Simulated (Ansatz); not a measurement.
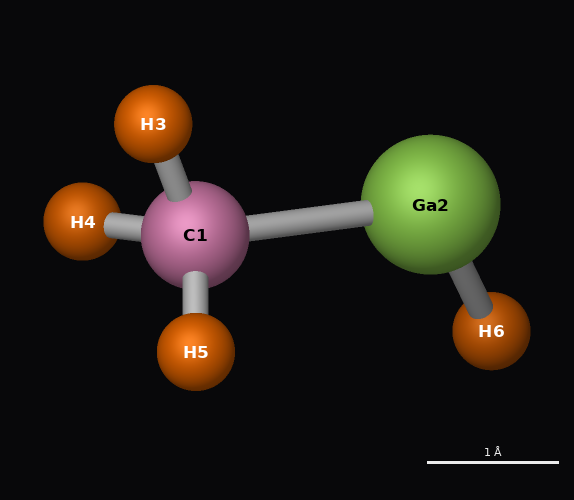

Source: calculation with Ansatz.

The atoms are numbered. State: neutral, doublet. Geometry: moved along internal coordinates away from the minimum.

Give the bond lengths.

```csv
bond,length (Å)
C1–Ga2,1.990
C1–H3,1.089
C1–H4,1.094
C1–H5,1.094
Ga2–H6,1.603
```
